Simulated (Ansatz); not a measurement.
The parent structure is HfO2 in the fluorite structure (space group Fm-3m, No. 225; a = 5.098 Å).

It is then changed as follows: a hydrostatic pressure of 15 GPa.

Level of theory: Ansatz (a program for electronic structure), PBE, PAW, cutoff 420 eV, spin-orbit coupling left out, earlier PAW set.

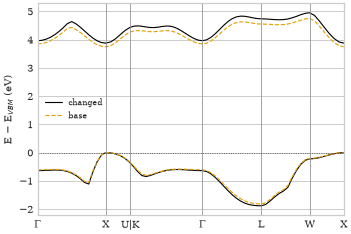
Figure: Highest valence and lowest conduction band along the path, each from its own valence-band maximum

**Question.** From the figure, how large is the changed gap, and is it direct?

**Answer.** About 3.9 eV, direct at X.

With Hf present, leaving out spin-orbit coupling can change the band edges. Load acts through the strain it causes; cell and atoms are relaxed under it. Whether these cells are dynamically stable was not tested. Competing high-pressure phases were not computed. This is not the structure that HfO2 has at room temperature and ambient pressure.
